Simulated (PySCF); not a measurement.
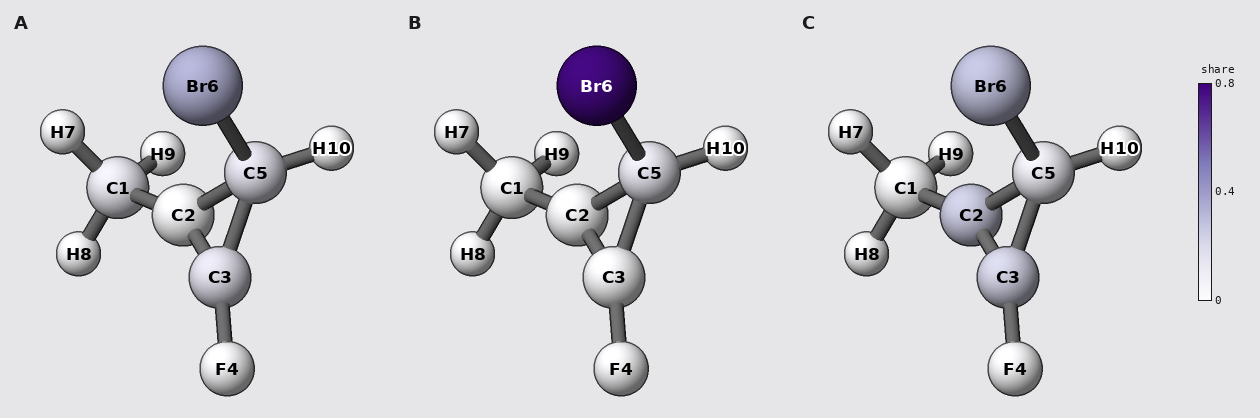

Each panel colours the atoms by their Löwdin share in one orbital (up to four of the largest shares; other atoms are shown as zero). The geometry was computed by an optimisation with GFN2-xTB. No frequency run is at hand to confirm it as a minimum. Method: CAM-B3LYP/def2-SVPD (PySCF 2.14.0).

**The panels show the HOMO−2, HOMO, LUMO, in some order. Which is which?**

A: LUMO, 0.81 eV; Br6 0.33, C3 0.14, C5 0.13, C1 0.10
B: HOMO−2, −9.29 eV; Br6 0.78, C5 0.11
C: HOMO, −8.93 eV; Br6 0.28, C2 0.24, C3 0.21, C5 0.08

The geometry is semi-empirical. Around Br such bond lengths and angles can be off by a tenth of an ångström or more and by several degrees, and values that hang on the shape move with them.
